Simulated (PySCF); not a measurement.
# CuCl2: rigid scans about the minimum

Aim: map the energy of doublet CuCl2 about its TPSS minimum, with rigid distortions.

Computed with PySCF 2.14.0. Level: TPSS, basis Cu def2-TZVP, Cl def2-TZVP, no relativity, density fitting.

## (1) The system as given

3 atoms, charge 0, spin multiplicity 2.

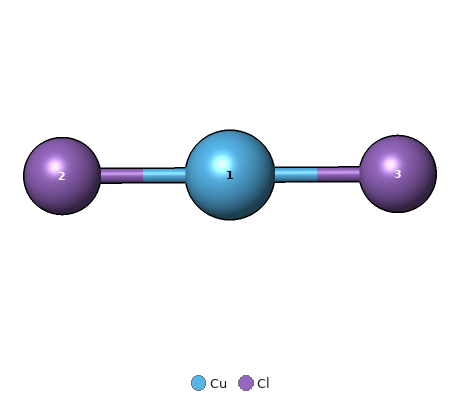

As it starts; copper blue, chlorine purple; atoms are numbered from 1 in the order of the file.

```xyz
3
charge 0 multiplicity 2
Cu    0.0000    0.0000    0.0000
Cl    0.0000    0.0000    2.0748
Cl    0.0000    0.0000   -2.0748
```

## (2) Breathing scan

One driver script runs all scans and calls PySCF for each point, on a (75, 302) grid.

A rigid scan with TPSS: all bonds to the central atom are scaled together. Each point starts from its neighbour's orbitals, and energies count from the minimum.

```csv
scale of all bonds to the centre,energy (kJ/mol),⟨S²⟩
0.88,130.7,0.75
0.92,49.8,0.75
0.96,10.7,0.75
1.00,0.0,0.75
1.04,8.2,0.75
1.08,28.6,0.75
1.14,72.3,0.75
1.22,140.3,0.75
1.35,247.1,0.75
```

The scan needed 89 s of wall time on 8 threads, shared host.

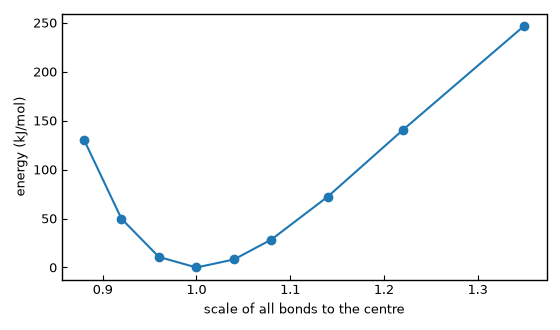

Energy along the scan.

## (3) Stretching one bond

A rigid scan with TPSS: the bond from Cu to the last atom (Cl) is scaled and the rest held.

| scale of one bond | energy (kJ/mol) | dipole size (D) | ⟨S²⟩ |
| --- | --- | --- | --- |
| 1.00 | 0.0 | 0.00 | 0.75 |
| 1.05 | 6.1 | 0.21 | 0.75 |
| 1.12 | 28.0 | 0.45 | 0.75 |
| 1.20 | 61.3 | 0.64 | 0.75 |
| 1.35 | 123.8 | 0.78 | 0.75 |
| 1.55 | 184.7 | 0.72 | 0.75 |
| 1.80 | 224.9 | 0.51 | 0.75 |

The scan took 2.4 min.

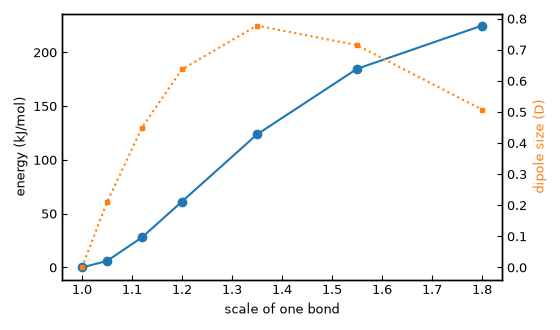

Energy (circles) and dipole moment (squares) along the scan.

## (4) What came out

| quantity | value |
| --- | --- |
| all bonds 4 % longer | 8.2 kJ/mol |
| one bond 20 % longer | 61.3 kJ/mol |

In words: The well is lopsided, 10.7 kJ/mol for 4 % shorter bonds against 8.2 for 4 % longer ones. This is the lowest SCF solution found for this spin; with open d or f shells other occupations or spin states may lie lower.
